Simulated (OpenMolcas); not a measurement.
# BBr2Cl (SMILES ClB(Br)Br) at FNO-MP2/aug-pcseg-1 (RICD fitting, virtual fraction 0.6)

What is the energy change on altering one bond length of BBr2Cl at FNO-MP2/aug-pcseg-1 (RICD fitting, virtual fraction 0.6)? 

The results are computed with OpenMolcas 26.06.

## Step 1: The structure to begin with

BBr2Cl: 4 atoms, total charge 0, spin state singlet. As SMILES, `ClB(Br)Br`. The shape is that of a PBE0-D4/def2-TZVP optimisation.

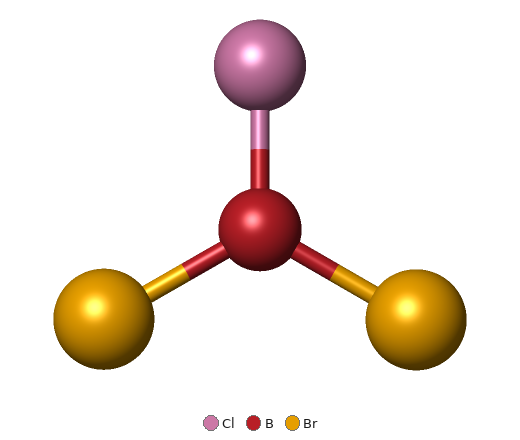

The structure, seen from a chosen angle (chlorine pink, boron red, bromine amber).

## Step 2: A single-point energy at FNO-MP2/aug-pcseg-1 (RICD fitting, virtual fraction 0.6)

job.input

```
&GATEWAY
  BASLIB=$CurrDir
  COORD
  4
  angstrom
  Cl      -0.203300      -1.644940       0.633550
  B       -0.004820      -0.039040       0.015030
  Br       1.283490       1.123730       0.785650
  Br      -1.075360       0.560270      -1.434250
  BASIS=aug-pcseg-1
  GROUP=NoSym
  RICD

&SEWARD

&SCF
  PRORBITALS=1 1

&MBPT2
  FNOMP2=0.6
  DOMP2
  FROZEN=24
```

The basis set aug-pcseg-1 is read from a file made from the Basis Set Exchange's data (not shown).

Launch:

```bash
$ export MOLCAS_MEM=1860
$ pymolcas job.input > job.log
```

Output (excerpt; [...] marks lines left out):

```text
--- Start Module: gateway ---
[...]
--- Stop Module: gateway /rc=_RC_ALL_IS_WELL_ ---
[...]
      Basis functions          122
[...]
--- Start Module: scf ---
[...]
       Convergence after  10 Iterations
[...]
::    Total SCF energy                              -5628.4285303355
[...]
      Total spin, S                                     0.0000000000
[...]
      Total electronic charge=   92.000000
      Total            charge=   -0.000000
[...]
      Dipole Moment (debye):
      Origin of the operator (angstrom)=    0.0454    0.3677   -0.1416
                   X= -7.2997E-03               Y= -5.9148E-02               Z=  2.2782E-02           Total=  6.3803E-02
      Quadrupole Moment (debye*angstrom):
[...]
--- Stop Module: scf /rc=_RC_ALL_IS_WELL_ ---
[...]
--- Start Module: mbpt2 ---
[...]
WARNING!
Default frozen orbitals as non valence orbitals is overwritten by user input.
Default values:  34
[...]
       Reference weight ( Cref**2 )         =        0.83445
::    Total MBPT2 energy                            -5628.8910404424
[...]
--- Stop Module: mbpt2 /rc=_RC_ALL_IS_WELL_ ---
[...]
```

Run time: 7.2 s. Hardware: 1 thread of Arm Neoverse V2, shared host; peak memory 0.092 GiB.

## Step 3: The distorted shape, same level

job.inp

```
* BBr2Cl FNO-MP2
>>> EXPORT MOLCAS_PRINT=2
&GATEWAY
BASLIB=$CurrDir
COORD
4
angstrom
Cl      -0.332107      -1.761195       0.556502
B       -0.133627      -0.155295      -0.062018
Br       1.283490       1.123730       0.785650
Br      -1.204167       0.444015      -1.511298
BASIS=aug-pcseg-1
GROUP=NoSym
RICD
&SEWARD
&SCF
PRORBITALS=1 1
&MBPT2
FNOMP2=0.6
DOMP2
FROZEN=24
```

The basis set aug-pcseg-1 is read from a file made from the Basis Set Exchange's data (not shown).

Launch:

```bash
$ export MOLCAS_MEM=1860
$ pymolcas job.inp > job.log
```

Output (excerpt; [...] marks lines left out):

```text
--- Start Module: gateway ---
[...]
--- Stop Module: gateway /rc=_RC_ALL_IS_WELL_ ---
[...]
      Basis functions          122
[...]
--- Start Module: scf ---
[...]
       Convergence after  11 Iterations
[...]
::    Total SCF energy                              -5628.4203215750
[...]
      Total spin, S                                     0.0000000000
[...]
      Total electronic charge=   92.000000
      Total            charge=   -0.000000
[...]
      Dipole Moment (debye):
      Origin of the operator (angstrom)=   -0.0335    0.2965   -0.1888
                   X= -6.5106E-01               Y= -5.9687E-01               Z= -3.8467E-01           Total=  9.6339E-01
      Quadrupole Moment (debye*angstrom):
[...]
--- Stop Module: scf /rc=_RC_ALL_IS_WELL_ ---
[...]
--- Start Module: mbpt2 ---
[...]
WARNING!
Default frozen orbitals as non valence orbitals is overwritten by user input.
Default values:  34
[...]
       Reference weight ( Cref**2 )         =        0.83237
::    Total MBPT2 energy                            -5628.8833513654
[...]
--- Stop Module: mbpt2 /rc=_RC_ALL_IS_WELL_ ---
[...]
```

It took 7.5 s on 1 thread of Arm Neoverse V2, shared host; peak memory 0.092 GiB.

## Step 4: Outcome

At FNO-MP2/aug-pcseg-1 (RICD fitting, virtual fraction 0.6), 24 core orbitals frozen:

```
                                                          quantity           value
                                         first shape: total energy  -5628.89104 Eh
                   first shape: dipole moment (mean-field density)          0.06 D
                  first shape: HOMO energy (Hartree–Fock orbitals)       -11.48 eV
                  first shape: LUMO energy (Hartree–Fock orbitals)         1.13 eV
                first shape: HOMO–LUMO gap (Hartree–Fock orbitals)        12.61 eV
         first shape: correlation energy (24 core orbitals frozen)      -462.5 mEh
                                     distorted shape: total energy  -5628.88335 Eh
               distorted shape: dipole moment (mean-field density)          0.96 D
              distorted shape: HOMO energy (Hartree–Fock orbitals)       -11.49 eV
              distorted shape: LUMO energy (Hartree–Fock orbitals)         1.07 eV
            distorted shape: HOMO–LUMO gap (Hartree–Fock orbitals)        12.56 eV
     distorted shape: correlation energy (24 core orbitals frozen)      -463.0 mEh
energy change with the B2–Br3 bond stretched from 1.899 to 2.089 Å        0.209 eV
```

What this shows: With the B2–Br3 bond stretched from 1.899 to 2.089 Å the energy rises by 0.21 eV (20.2 kJ/mol). The first shape isn't relaxed at this level, so the change isn't measured from a minimum. Mulliken charges (distorted shape) of the mean-field density run from -0.69 on Br3 to +1.89 on B2; in a basis this large or diffuse they mean little.
